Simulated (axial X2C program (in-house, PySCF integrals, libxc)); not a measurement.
**HgNa⁺: bond curves with and without spin–orbit coupling**

What are the state, bond length, wavenumber and bond energy of HgNa⁺, and what does spin–orbit coupling change?

Program: an in-house X2C program for linear molecules on PySCF integrals. Level of theory: all-electron X2C, Hg dyall-cv3z, Na dyall-cv3z. These are calculated values, not measurements.

## Step 1: Set-up

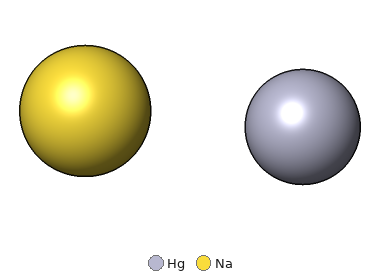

The two atoms at 2.880 Å (mercury light grey, sodium yellow).

Contents of task.json:

```json
{"zs": [80, 11], "q": 1, "bas": ["dyall-cv3z", "dyall-cv3z"], "levels": ["PBE0", "HF", "BP86"], "cc": true, "r0": 2.88, "thr": -1.0, "nmax": 90, "npts": 10, "nst": 2, "ntry": 6}
```

Keys: zs atomic numbers; q charge; bas basis sets; levels methods (HF also brings MP2); cc coupled cluster on or off; r0 starting distance in Å; thr threshold in hartree for freezing inner shells (an s shell follows its p shell); nmax most natural virtual spinors; npts points asked for on the curve; nst determinants followed; ntry starts of the search.

The run is started by

```console
$ python so2c.py task.json out
```

Spin-free means the one-electron spin-free X2C Hamiltonian; two-component (2c) means X2C with spin–orbit coupling and atomic mean-field two-electron Coulomb and Gaunt terms. Basis: Hg dyall-cv3z contracted to [13s14p9d6f4g], Na dyall-cv3z contracted to [9s8p5d2f]; Gaussian nuclei, density fitting. Masses: Hg 201.971 u, Na 22.990 u.

Notation: σ, π±, δ± give the projection m of an orbital's angular momentum (0, ±1, ±2), α and β its spin, Λ and M_S the sums; ω is the projection of a spinor's total angular momentum and Ω the sum. Logs are in hartree.

The results follow Hamiltonian by Hamiltonian and level by level.

## Step 2: State search with PBE0

PBE0 moves the distance from 2.880 Å to 3.033 Å and compares determinants there.

Spin-free determinants:

```json
{"ΔE (eV)": "0.00", "state": "M_S = 0, Λ = 0", "open shells": "closed shell"}
{"ΔE (eV)": "4.42", "state": "M_S = 1, Λ = 0", "open shells": "beyond closed shells: 2 × σα"}
{"ΔE (eV)": "5.50", "state": "M_S = 1, Λ = 1", "open shells": "beyond closed shells: σα, π+α"}
{"ΔE (eV)": "6.17", "state": "M_S = 0, Λ = 1", "open shells": "beyond closed shells: σα, π+β"}
```

Two-component determinants:

```csv
ΔE (eV),state,open shells
0.00,Ω = 0,closed shell
4.34,Ω = 1,excess of +ω over −ω: 2 × ω = 1/2
5.77,Ω = 2,"excess of +ω over −ω: ω = 1/2, ω = 3/2"
6.38,Ω = 1,"excess of +ω over −ω: ω = -1/2, ω = 3/2"
```

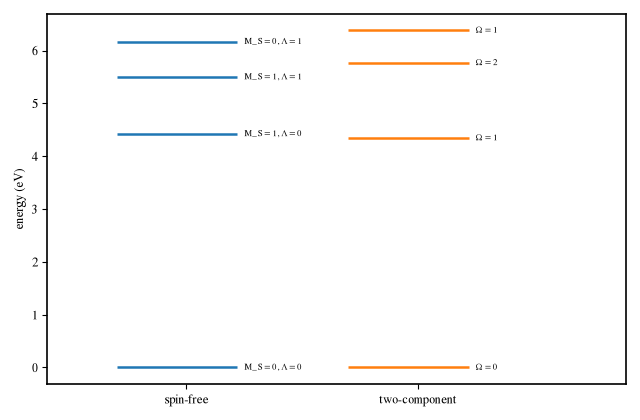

The determinants found, each set from its own lowest.

## Step 3: PBE0, spin-free

State followed: M_S = 0, Λ = 0 (closed shell). The scan is laid around 3.033 Å, a first estimate of the minimum, and this SCF restarts from the orbitals of the search.

Output at 3.033 Å:

```text
spin-free X2C-1e  PBE0
basis functions 250  fitting functions 1176  grid points 5086
iter        total energy     max residual
   1     -19788.025023833     4.05e-06
   2     -19788.025023834     3.24e-06
converged
one-electron -27408.81428186  Coulomb 7859.49197300  exact exchange -96.55886165  xc functional -295.68026797  nuclear repulsion 153.53641464
```

Along the bond, energies from the lowest point:

| R (Å) | E (eV) | μ (D) | HOMO (eV) | LUMO (eV) | iterations |
| --- | --- | --- | --- | --- | --- |
| 2.639 | 0.1351 | 8.45 | -12.93 | -6.32 | 14 |
| 2.760 | 0.0539 | 8.98 | -12.77 | -6.34 | 11 |
| 2.851 | 0.0201 | 9.40 | -12.65 | -6.35 | 11 |
| 2.942 | 0.0035 | 9.82 | -12.54 | -6.36 | 10 |
| 3.033 | 0.0000 | 10.26 | -12.42 | -6.38 | 2 |
| 3.139 | 0.0061 | 10.78 | -12.28 | -6.39 | 10 |
| 3.245 | 0.0210 | 11.31 | -12.15 | -6.41 | 10 |
| 3.382 | 0.0472 | 12.00 | -11.98 | -6.43 | 10 |
| 3.549 | 0.0846 | 12.86 | -11.78 | -6.45 | 10 |
| 3.791 | 0.1397 | 14.13 | -11.51 | -6.48 | 11 |

Dipoles are positive if Na is the positive end and refer to the centre of mass.

Outer orbitals at the reference distance:

| symmetry | occupied | ε (eV) | atomic character |
| --- | --- | --- | --- |
| σα | yes | -16.67 | 99% Hg d |
| π+α | yes | -16.61 | 100% Hg d |
| π-α | yes | -16.61 | 100% Hg d |
| δ+α | yes | -16.51 | 100% Hg d |
| δ-α | yes | -16.51 | 100% Hg d |
| σα | yes | -12.42 | 76% Hg s, 11% Na p, 8% Na s |
| σα | no | -6.38 | 56% Na s, 36% Hg p, 5% Hg s |
| π+α | no | -4.88 | 66% Hg p, 28% Na p, 5% Na d |
| π-α | no | -4.88 | 66% Hg p, 28% Na p, 5% Na d |
| σα | no | -4.31 | 39% Na p, 37% Hg p, 21% Na s |

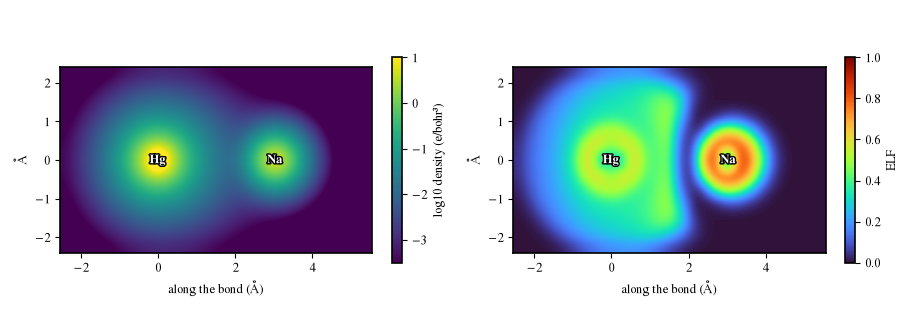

PBE0 fields in a plane through the axis, from a grid of 0.3 Å; Hg lies at z = 0 and Na at z = 3.033 Å; the ELF is damped to zero where the density is low.

Re = 3.022 Å, ωe = 121.0 cm⁻¹, Be = 0.08943 cm⁻¹, De = 0.394 eV, μ = 10.20 D.

## Step 4: HF, spin-free

The SCF at the reference distance of 3.033 Å:

```text
spin-free X2C-1e  HF
basis functions 250  fitting functions 1176  grid points 5086
iter        total energy     max residual
   1     -19782.021340825     1.33e+00
   2     -19782.058842251     1.66e-02
   3     -19782.059724748     7.32e-02
   4     -19782.060401483     7.25e-03
   5     -19782.060416748     2.73e-04
   6     -19782.060418881     8.48e-04
   7     -19782.060419175     1.17e-04
   8     -19782.060419218     2.85e-05
   9     -19782.060419222     8.98e-06
  10     -19782.060419222     1.76e-06
converged
one-electron -27411.09994512  Coulomb 7861.94802347  exact exchange -386.44491221  xc functional 0.00000000  nuclear repulsion 153.53641464
```

Re = 3.159 Å, ωe = 108.2 cm⁻¹, ωexe = 1.06 cm⁻¹, Be = 0.08184 cm⁻¹, De = 0.356 eV, μ = 10.55 D.

## Step 5: BP86, spin-free

The SCF at the reference distance of 3.033 Å:

```text
spin-free X2C-1e  BP86
basis functions 250  fitting functions 1176  grid points 5086
iter        total energy     max residual
   1     -19790.694911644     5.04e-01
   2     -19790.699977914     1.01e-02
   3     -19790.700060773     1.01e-01
   4     -19790.700911826     5.60e-03
   5     -19790.700919009     4.33e-03
   6     -19790.700919633     7.25e-04
   7     -19790.700920223     6.20e-04
   8     -19790.700920249     2.00e-04
   9     -19790.700920252     2.39e-05
  10     -19790.700920252     2.17e-05
  11     -19790.700920252     9.70e-07
converged
one-electron -27407.31245954  Coulomb 7857.94823013  exact exchange 0.00000000  xc functional -394.87310549  nuclear repulsion 153.53641464
```

Re = 3.058 Å, ωe = 111.6 cm⁻¹, Be = 0.08732 cm⁻¹, De = 0.330 eV, μ = 10.56 D.

## Step 6: MP2 and beyond, spin-free

Correlated methods: 12 electrons correlated (frozen shells, counted by type: Hg 5 s, 4 p, 2 d, 1 f; Na 2 s, 1 p), 310 virtual spinors in MP2, 90 natural virtuals in coupled cluster.

Output of the correlated part at 3.033 Å:

```text
correlated 12  virtual 310  natural virtual 90  E(MP2) -0.440569791  MP2 remainder -0.015263341
iter   CCSD correlation   residual
   1     -0.381144700   1.22e-01
   2     -0.391940260   3.82e-02
   3     -0.393151284   1.42e-02
   4     -0.393103334   2.47e-03
   5     -0.393125976   8.98e-04
   6     -0.393123637   2.30e-04
   7     -0.393123370   5.62e-05
   8     -0.393123909   1.48e-05
   9     -0.393123733   4.53e-06
  10     -0.393123786   9.48e-07
  11     -0.393123764   2.75e-07
  12     -0.393123771   8.88e-08
(T) -0.016612373  T1 0.0250  D1 0.0573  max T2 0.079
```

T1 in the output is the amplitude norm over the root of the electron number; divide by √2 for the Lee–Taylor value.

MP2: Re = 3.103 Å, ωe = 106.9 cm⁻¹, Be = 0.08485 cm⁻¹, De = 0.274 eV.

CCSD: Re = 3.120 Å, ωe = 107.7 cm⁻¹, ωexe = 1.22 cm⁻¹, Be = 0.08392 cm⁻¹, De = 0.304 eV. T1 at Re = 0.018 (Lee–Taylor, the printed value over √2).

CCSD(T): Re = 3.118 Å, ωe = 107.6 cm⁻¹, ωexe = 1.24 cm⁻¹, Be = 0.08399 cm⁻¹, De = 0.301 eV. T1 at Re = 0.018 (Lee–Taylor, the printed value over √2).

## Step 7: The spin-free curves together

Energy (eV) of the followed determinant, spin-free, from each level's lowest point:

| R (Å) | PBE0 | HF | MP2 | CCSD | CCSD(T) | BP86 |
| --- | --- | --- | --- | --- | --- | --- |
| 2.639 | 0.135 | 0.227 | 0.175 | n/a | n/a | 0.148 |
| 2.760 | 0.054 | 0.114 | 0.080 | 0.090 | 0.090 | 0.063 |
| 2.851 | 0.020 | 0.061 | 0.038 | 0.045 | 0.044 | 0.026 |
| 2.942 | 0.003 | 0.027 | 0.013 | 0.017 | 0.017 | 0.007 |
| 3.033 | 0.000 | 0.008 | 0.002 | 0.004 | 0.003 | 0.000 |
| 3.139 | 0.006 | 0.000 | 0.000 | 0.000 | 0.000 | 0.002 |
| 3.245 | 0.021 | 0.003 | 0.007 | 0.006 | 0.006 | 0.013 |
| 3.382 | 0.047 | 0.017 | 0.023 | 0.022 | 0.022 | 0.033 |
| 3.549 | 0.085 | 0.044 | 0.049 | n/a | n/a | 0.064 |
| 3.791 | 0.140 | 0.090 | 0.090 | n/a | n/a | 0.110 |

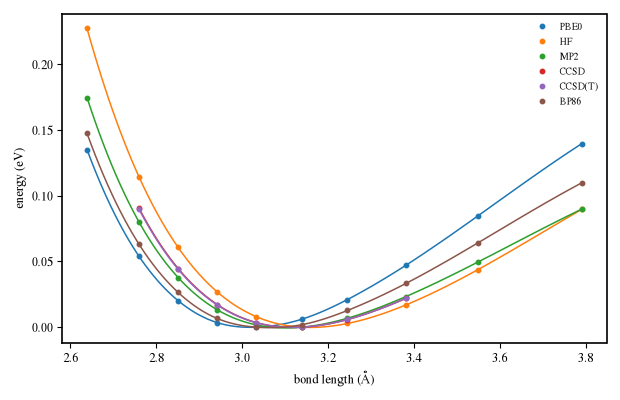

Curves of the followed state, spin-free, each from its own lowest point.

## Step 8: PBE0, 2c

State followed: Ω = 0 (closed shell). The scan is laid around 3.033 Å, a first estimate of the minimum, and this SCF restarts from the orbitals of the search.

Output at 3.033 Å:

```text
two-component X2C + atomic mean field  PBE0
basis functions 250  fitting functions 1176  grid points 5086
iter        total energy     max residual
   1     -19791.531087521     2.67e-05
   2     -19791.531087521     1.13e-05
converged
one-electron -27390.98726054  Coulomb 7856.67334550  exact exchange -96.54334893  xc functional -295.70786089  nuclear repulsion 153.53641464  atomic mean-field constant -18.50237730
```

Along the bond, energies from the lowest point:

| R (Å) | E (eV) | μ (D) | HOMO (eV) | LUMO (eV) | iterations |
| --- | --- | --- | --- | --- | --- |
| 2.639 | 0.1348 | 8.45 | -12.94 | -6.40 | 15 |
| 2.760 | 0.0535 | 8.98 | -12.79 | -6.40 | 11 |
| 2.851 | 0.0199 | 9.39 | -12.67 | -6.41 | 10 |
| 2.942 | 0.0034 | 9.82 | -12.55 | -6.41 | 10 |
| 3.033 | 0.0000 | 10.25 | -12.43 | -6.42 | 2 |
| 3.139 | 0.0062 | 10.77 | -12.30 | -6.42 | 10 |
| 3.245 | 0.0213 | 11.30 | -12.16 | -6.43 | 9 |
| 3.382 | 0.0476 | 12.00 | -11.99 | -6.45 | 10 |
| 3.549 | 0.0851 | 12.86 | -11.80 | -6.46 | 10 |
| 3.791 | 0.1404 | 14.13 | -11.53 | -6.48 | 11 |

Dipoles are positive if Na is the positive end and refer to the centre of mass.

Outer spinors at the reference distance:

| ω | occupied | ε (eV) | atomic character | λ mixture |
| --- | --- | --- | --- | --- |
| 1/2 | yes | -17.78 | 100% Hg d | 58% π, 42% σ |
| 3/2 | yes | -17.68 | 100% Hg d | 78% δ, 22% π |
| 1/2 | yes | -15.97 | 99% Hg d | 58% σ, 42% π |
| 3/2 | yes | -15.90 | 100% Hg d | 78% π, 22% δ |
| 5/2 | yes | -15.82 | 100% Hg d | 100% δ |
| 1/2 | yes | -12.43 | 76% Hg s, 11% Na p, 8% Na s | 100% σ |
| 1/2 | no | -6.42 | 53% Na s, 39% Hg p, 5% Hg s | 98% σ, 2% π |
| 1/2 | no | -5.16 | 66% Hg p, 22% Na p, 6% Na s | 89% π, 11% σ |
| 3/2 | no | -4.72 | 62% Hg p, 33% Na p, 5% Na d | 100% π |
| 1/2 | no | -4.27 | 41% Na p, 38% Hg p, 18% Na s | 90% σ, 10% π |

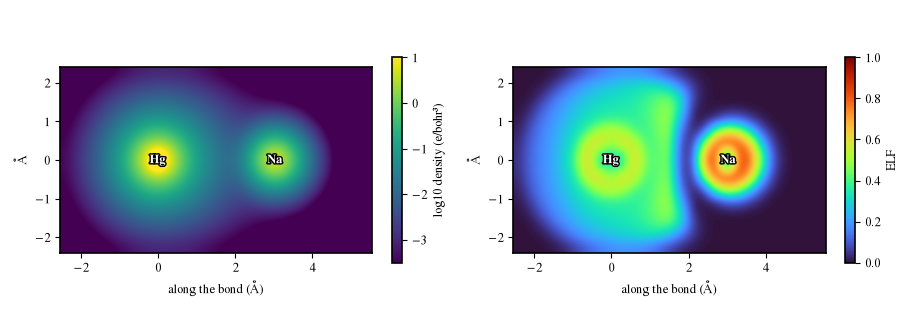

PBE0 fields in a plane through the axis, from a grid of 0.3 Å; Hg lies at z = 0 and Na at z = 3.033 Å; the ELF is damped to zero where the density is low.

Re = 3.021 Å, ωe = 121.3 cm⁻¹, Be = 0.0895 cm⁻¹, De = 0.395 eV, μ = 10.20 D.

## Step 9: HF, 2c

The SCF at the reference distance of 3.033 Å:

```text
two-component X2C + atomic mean field  HF
basis functions 250  fitting functions 1176  grid points 5086
iter        total energy     max residual
   1     -19785.453273420     1.33e+00
   2     -19785.490950963     1.76e-02
   3     -19785.491823016     7.21e-02
   4     -19785.492493661     7.14e-03
   5     -19785.492509096     2.43e-04
   6     -19785.492511373     8.70e-04
   7     -19785.492511687     1.22e-04
   8     -19785.492511738     3.16e-05
   9     -19785.492511742     1.07e-05
  10     -19785.492511743     2.06e-06
converged
one-electron -27393.26310070  Coulomb 7859.11797987  exact exchange -386.38142825  xc functional 0.00000000  nuclear repulsion 153.53641464  atomic mean-field constant -18.50237730
```

Re = 3.156 Å, ωe = 108.5 cm⁻¹, ωexe = 1.07 cm⁻¹, Be = 0.08199 cm⁻¹, De = 0.356 eV, μ = 10.54 D.

## Step 10: BP86, 2c

Output at 3.033 Å:

```text
two-component X2C + atomic mean field  BP86
basis functions 250  fitting functions 1176  grid points 5086
iter        total energy     max residual
   1     -19794.231877047     5.06e-01
   2     -19794.236960994     1.00e-02
   3     -19794.237038228     1.01e-01
   4     -19794.237888721     5.57e-03
   5     -19794.237895534     4.26e-03
   6     -19794.237896108     7.36e-04
   7     -19794.237896718     6.21e-04
   8     -19794.237896744     2.03e-04
   9     -19794.237896748     2.42e-05
  10     -19794.237896748     2.17e-05
  11     -19794.237896748     9.38e-07
converged
one-electron -27389.49081754  Coulomb 7855.13579990  exact exchange 0.00000000  xc functional -394.91691645  nuclear repulsion 153.53641464  atomic mean-field constant -18.50237730
```

Re = 3.058 Å, ωe = 111.8 cm⁻¹, Be = 0.08736 cm⁻¹, De = 0.331 eV, μ = 10.55 D.

## Step 11: Correlated methods, 2c

Correlated methods: 12 electrons correlated (frozen shells, counted by type: Hg 5 s, 4 p, 2 d, 1 f; Na 2 s, 1 p), 310 virtual spinors in MP2, 90 natural virtuals in coupled cluster.

Output of the correlated part at 3.033 Å:

```text
correlated 12  virtual 310  natural virtual 90  E(MP2) -0.441109545  MP2 remainder -0.015255984
iter   CCSD correlation   residual
   1     -0.381627846   1.22e-01
   2     -0.392479282   3.88e-02
   3     -0.393720728   1.47e-02
   4     -0.393671085   2.62e-03
   5     -0.393694485   9.88e-04
   6     -0.393691802   2.81e-04
   7     -0.393691587   8.05e-05
   8     -0.393692401   2.60e-05
   9     -0.393692018   9.78e-06
  10     -0.393692119   2.98e-06
  11     -0.393692072   9.04e-07
  12     -0.393692095   2.23e-07
  13     -0.393692092   6.28e-08
(T) -0.016671345  T1 0.0251  D1 0.0575  max T2 0.085
```

MP2: Re = 3.102 Å, ωe = 107.0 cm⁻¹, Be = 0.08488 cm⁻¹, De = 0.274 eV.

CCSD: Re = 3.118 Å, ωe = 107.9 cm⁻¹, ωexe = 1.23 cm⁻¹, Be = 0.08399 cm⁻¹, De = 0.304 eV. T1 at Re = 0.018 (Lee–Taylor, the printed value over √2).

CCSD(T): Re = 3.117 Å, ωe = 107.7 cm⁻¹, ωexe = 1.25 cm⁻¹, Be = 0.08406 cm⁻¹, De = 0.301 eV. T1 at Re = 0.018 (Lee–Taylor, the printed value over √2).

## Step 12: The 2c curves together

Energy (eV) of the followed determinant, 2c, from each level's lowest point:

| R (Å) | PBE0 | HF | MP2 | CCSD | CCSD(T) | BP86 |
| --- | --- | --- | --- | --- | --- | --- |
| 2.639 | 0.135 | 0.226 | 0.174 | n/a | n/a | 0.148 |
| 2.760 | 0.054 | 0.113 | 0.080 | 0.090 | 0.089 | 0.063 |
| 2.851 | 0.020 | 0.060 | 0.038 | 0.044 | 0.044 | 0.026 |
| 2.942 | 0.003 | 0.026 | 0.013 | 0.017 | 0.017 | 0.007 |
| 3.033 | 0.000 | 0.008 | 0.002 | 0.003 | 0.003 | 0.000 |
| 3.139 | 0.006 | 0.000 | 0.000 | 0.000 | 0.000 | 0.002 |
| 3.245 | 0.021 | 0.003 | 0.007 | 0.006 | 0.006 | 0.013 |
| 3.382 | 0.048 | 0.018 | 0.023 | 0.022 | 0.022 | 0.034 |
| 3.549 | 0.085 | 0.044 | 0.050 | n/a | n/a | 0.064 |
| 3.791 | 0.140 | 0.091 | 0.090 | n/a | n/a | 0.110 |

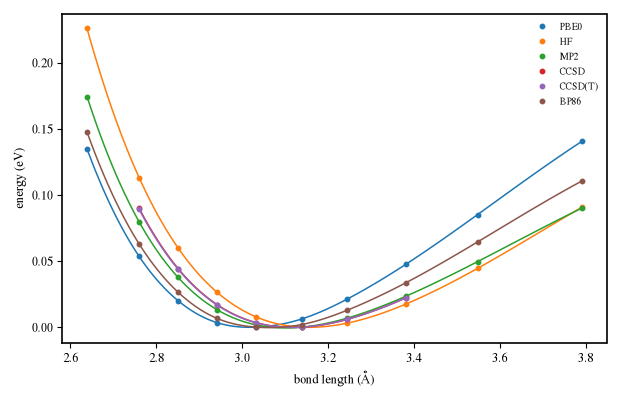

Curves of the followed state, 2c, each from its own lowest point.

The whole job took 3.1 min on 1 thread of Intel Xeon at 2.80GHz (Skylake/Cascade Lake), shared host; peak memory 0.83 GiB.

## Step 13: What came out

Lowest determinant that the search found at its distance, spin-free: M_S = 0, Λ = 0 (closed shell).

Lowest determinant that the search found at its distance, 2c: Ω = 0 (closed shell).

```json
{"Hamiltonian": "spin-free", "level": "PBE0", "Re (Å)": "3.022", "ωe (cm⁻¹)": "121.0", "De (eV)": "0.394", "μ (D)": "10.20"}
{"Hamiltonian": "spin-free", "level": "HF", "Re (Å)": "3.159", "ωe (cm⁻¹)": "108.2", "De (eV)": "0.356", "μ (D)": "10.55"}
{"Hamiltonian": "spin-free", "level": "MP2", "Re (Å)": "3.103", "ωe (cm⁻¹)": "106.9", "De (eV)": "0.274", "μ (D)": "n/a"}
{"Hamiltonian": "spin-free", "level": "CCSD", "Re (Å)": "3.120", "ωe (cm⁻¹)": "107.7", "De (eV)": "0.304", "μ (D)": "n/a"}
{"Hamiltonian": "spin-free", "level": "CCSD(T)", "Re (Å)": "3.118", "ωe (cm⁻¹)": "107.6", "De (eV)": "0.301", "μ (D)": "n/a"}
{"Hamiltonian": "spin-free", "level": "BP86", "Re (Å)": "3.058", "ωe (cm⁻¹)": "111.6", "De (eV)": "0.330", "μ (D)": "10.56"}
{"Hamiltonian": "2c", "level": "PBE0", "Re (Å)": "3.021", "ωe (cm⁻¹)": "121.3", "De (eV)": "0.395", "μ (D)": "10.20"}
{"Hamiltonian": "2c", "level": "HF", "Re (Å)": "3.156", "ωe (cm⁻¹)": "108.5", "De (eV)": "0.356", "μ (D)": "10.54"}
{"Hamiltonian": "2c", "level": "MP2", "Re (Å)": "3.102", "ωe (cm⁻¹)": "107.0", "De (eV)": "0.274", "μ (D)": "n/a"}
{"Hamiltonian": "2c", "level": "CCSD", "Re (Å)": "3.118", "ωe (cm⁻¹)": "107.9", "De (eV)": "0.304", "μ (D)": "n/a"}
{"Hamiltonian": "2c", "level": "CCSD(T)", "Re (Å)": "3.117", "ωe (cm⁻¹)": "107.7", "De (eV)": "0.301", "μ (D)": "n/a"}
{"Hamiltonian": "2c", "level": "BP86", "Re (Å)": "3.058", "ωe (cm⁻¹)": "111.8", "De (eV)": "0.331", "μ (D)": "10.55"}
```

Dipoles are positive if Na is the positive end and refer to the centre of mass.

Time per point (s) on 1 thread of Intel Xeon at 2.80GHz (Skylake/Cascade Lake), shared host (2c runs; CCSD comes with the CCSD(T) run); the times are rough: PBE0 0.86, HF 0.52, MP2 0.92, CCSD(T) 6.3, BP86 0.53.

What this shows: At CCSD(T), going from spin-free to two-component changes Re by -1 mÅ, ωe by +0.1 %; the spin-free picture holds up (part of it comes from the scalar share of the two-electron terms). De moves by 0.00 eV; both De rest on single-determinant atoms, which can miss part of an open shell's spin–orbit lowering.

De refers to Hg + Na+, each in the lowest determinant found, which need not be this curve's own limit. The state is a single determinant with fixed occupations, the lowest that a limited PBE0 search found. The closed shell is kept restricted; where the fragments are open shells, the energy then runs too high at long range. De is counted from the lowest determinant-based energies of the atoms at the same level, without counterpoise correction. CCSD and (T) use frozen natural virtuals with an MP2 correction for the truncation. With the outer-core shells frozen, correlated bond lengths of heavy atoms tend to come out a few hundredths of an ångström too long.
